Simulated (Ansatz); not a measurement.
Partial pair distribution functions of a relaxed model of amorphous Si$_{24}$O$_{49}$H$_{2}$, broadened by 0.06 Å; density 2.10 g/cm³. Calculation: PBE, scalar-relativistic without spin-orbit coupling (plane waves to 420 eV, PAW; Ansatz, an electronic-structure program).

The cell was made by melting and quenching with the CHGNet potential and then relaxed with DFT. O atoms were pushed apart under 1.9 Å during the dynamics, to hinder bonds among them. The hot cell started wider than the set density and was brought back towards it in steps. It is the lowest in DFT energy of 2 quenches. It is a model cell: composition and starting density were chosen by hand, and all elements were melted together. No dispersion term was used. Its density started from a set value of 2.18 and ended at 2.10 g/cm³. The simulated quench (nominally 530 K/ps over its main leg) is rapid and tends to freeze in more defects than a deposited or slowly cooled glass has. A cell of this size samples the disorder only roughly. The volume was free in the relaxation, at fixed shape. Stress components on the final sampling reach 0.6 GPa.

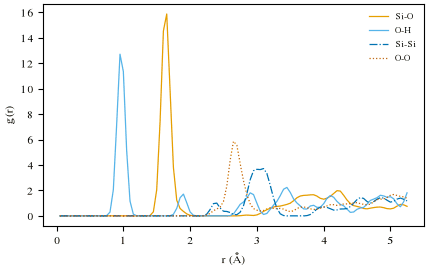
Fig. 1. Partial pair distribution functions

Highest peaks under 4.5 Å: Si-O near 1.65 Å, O-H near 0.95 Å, Si-Si near 3.10 Å, O-O near 2.65 Å; pairs of few atoms are noisy.

Within 2.04 Å each Si has 4.04 O neighbours on average.
